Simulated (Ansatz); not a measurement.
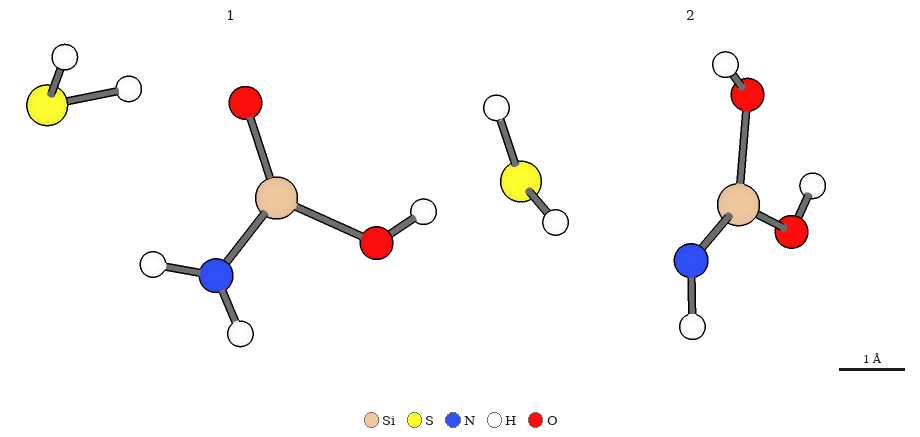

Two geometries of SiNH5SO2, drawn at one scale. One is the start of a relaxation, the other its converged end. A ball-and-stick model, seen at a tilt.

The calculation used RKS BLYP/6-31G (Ansatz 0.2.0). (no spin polarisation; force threshold 0.03 eV/Å; at most 50 steps)

Which of the two is the end point?

Answer. Structure 1 is the relaxed one. The run prepares an end point of a later path (reaction) calculation, from a guessed geometry. After 26 accepted moves (27 points after the start) the energy has fallen by 120.1 kJ/mol. Largest force component: 0.56 eV/Å at the start, 0.026 eV/Å at the end. The line search rejected the trial step at point 24 of the run. An H atom moves most after the best rigid fit: 2.54 Å. Largest moves by element: H 2.54 Å, S 1.45 Å, O 1.19 Å, N 0.88 Å, Si 0.42 Å. Near-neighbour distances that change, for instance: H–S 3.977 → 1.422 Å, H–S 1.379 → 3.007 Å, H–N 2.317 → 1.021 Å, H–O 0.984 → 1.884 Å. New bonds form, among them: H–N (2.32 → 1.02 Å), H–S (3.98 → 1.42 Å). Bonds break, among them: H–O (0.98 → 1.88 Å), H–S (1.38 → 3.01 Å). Among the angles between lasting bonds that change: N–Si–O 134.2° → 104.7°, O–Si–O 104.9° → 127.7°, N–Si–O 120.7° → 127.5°. Cost: 2.6 min on 1 thread of AMD EPYC 7R43 64-Core Processor (Zen 3) (shared host), peak memory 0.17 GiB.

Limits of the set-up: the start holds two separate molecules, 2.3 Å apart at their closest, whose relative position is a soft coordinate and is computed without a dispersion correction; the basis has no polarisation functions, which atoms past neon need.
